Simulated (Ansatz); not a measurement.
Cost and result by functional for the surface energy of the (111) surface of bcc Ta in its 1x1 cell, outermost plane spacing 0.96 Å in the ideal cut, in Ansatz (plane waves, PAW). Single points on the PBE structure, on one kind of machine; costs are rough ratios of the slab run's core time (references not counted) to the cheapest single point. r2SCAN's cost holds its higher cutoff (500 against 420 eV). Differences are taken against r2SCAN for comparison alone: no measured value is at hand, so the table doesn't rank accuracy.

Set-up: 11 atoms, 9.6 Å thick at the start (thin: gaps and levels are the slab's own); mesh 9x9x1; 0.1 eV smearing; dipole correction on; all atoms relaxed; start symmetry kept, larger cells not searched; no spin, no spin-orbit, no U. These notes are the PBE run's.

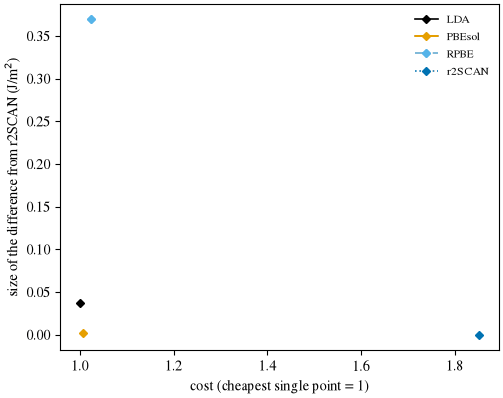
Difference from r2SCAN against cost

| functional | relative cost | surface energy (J/m²) | less r2SCAN (J/m²) |
|---|---|---|---|
| LDA | 1 | 3.01 | 0.04 |
| PBEsol | 1 | 2.98 | 0.00 |
| RPBE | 1 | 2.60 | -0.37 |
| r2SCAN | 2 | 2.97 | 0.00 |
| PBE (the relaxed run's value) | – | 2.74 | -0.23 |

The values span 0.41 J/m², while the single points' costs differ by a factor of roughly 2. Differences are of unrounded values.

Ansatz is a first-principles code.
